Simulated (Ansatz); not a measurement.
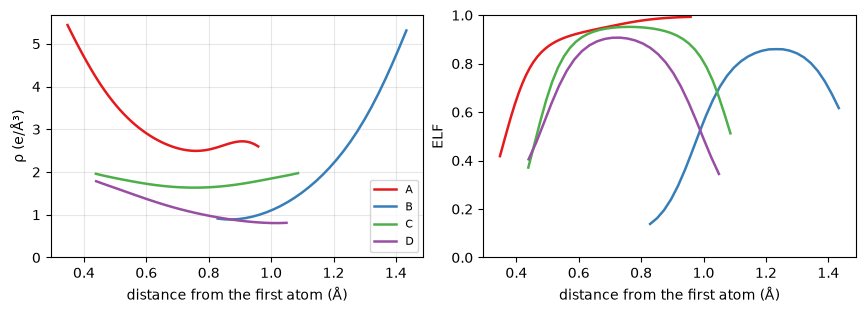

Figure 1: C2H7GaO2 (SMILES C[CH2][Ga]([OH])[OH]). Total electron density and ELF along straight lines between neighbouring atoms. The curves leave out the atomic cores.

Geometry: PBE0-D4/def2-TZVP.

The calculation used RKS PBE0-D4/def2-TZVPP (Ansatz).

The calculation's input:

```
crystal:
  periodic: [false, false, false]
  atoms:
    - {symbol: C, position_ang: [-0.316254, 0.142361, 1.823613]}
    - {symbol: C, position_ang: [0.626482, 0.546408, 0.695757]}
    - {symbol: Ga, position_ang: [0.123668, -0.137642, -1.062183]}
    - {symbol: O, position_ang: [-1.336617, -1.159160, -1.260721]}
    - {symbol: O, position_ang: [1.088524, 0.222178, -2.528687]}
    - {symbol: H, position_ang: [0.016011, 0.552812, 2.781516]}
    - {symbol: H, position_ang: [-0.375417, -0.942616, 1.932985]}
    - {symbol: H, position_ang: [-1.333708, 0.498226, 1.648087]}
    - {symbol: H, position_ang: [1.647336, 0.204222, 0.892220]}
    - {symbol: H, position_ang: [0.694668, 1.635188, 0.608263]}
    - {symbol: H, position_ang: [-1.513685, -1.455023, -2.155201]}
    - {symbol: H, position_ang: [0.755993, -0.162153, -3.341647]}
basis:
  gaussian: {orbitals: def2-TZVPP}
hamiltonian: {xc: pbe0, dispersion: d4}
output: {orbitals: {seedname: orbitals}}
```

Command:

```sh
ansatz run in.yaml --threads 4 --pin off --events-out ev --progress --plain --max-ram 10444MiB
```

> Which curve belongs to which contact (C–C, C–Ga, Ga–O and O–H)? The first atom named is at distance zero.

Curve A: O–H (0.96 Å): the density is about 3.8 e/Å³ at the midpoint; the ELF climbs to about 1 towards the hydrogen, as it does in any bond to H; an ordinary covalent bond to hydrogen. Curve B: Ga–O (1.79 Å): the density is about 0.9 e/Å³ at the midpoint; the ELF peaks at about 0.85 in the valence shell of O, 0.6 Å from its nucleus, and is about 0.25 at the midpoint. Curve C: C–C (1.52 Å): the density is about 1.6 e/Å³ at the midpoint; the ELF peaks at about 0.95 between the atoms; a shared electron pair. Curve D: C–Ga (1.95 Å): the density is about 0.81 e/Å³ at the midpoint; the ELF peaks at about 0.90 in the valence shell of C, 0.7 Å from its nucleus, and is about 0.55 at the midpoint.
